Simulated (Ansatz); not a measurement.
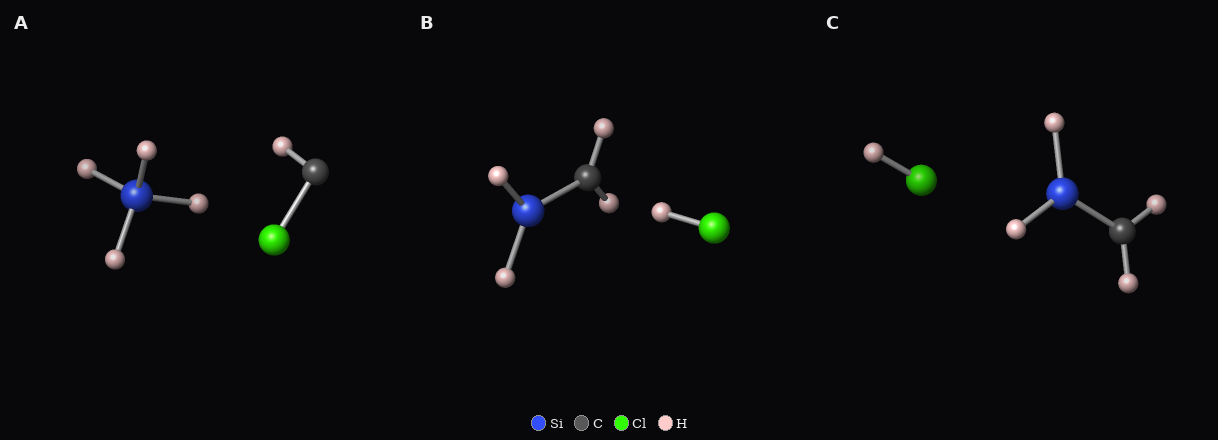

3 stationary structures of one formula. Geometries: PBE0-D4/def2-TZVP. Electronic energies: PBE0-D4/def2-TZVPP (Ansatz 0.2.0), without zero-point energy. No frequency run is at hand to confirm each as a minimum. Each is one conformer, not always the lowest.

### Which is lowest in energy, and by how much?

B is lowest (Cs); C lies 17.5 kJ/mol above it (Cs), A lies 285.2 kJ/mol above it (Cs).
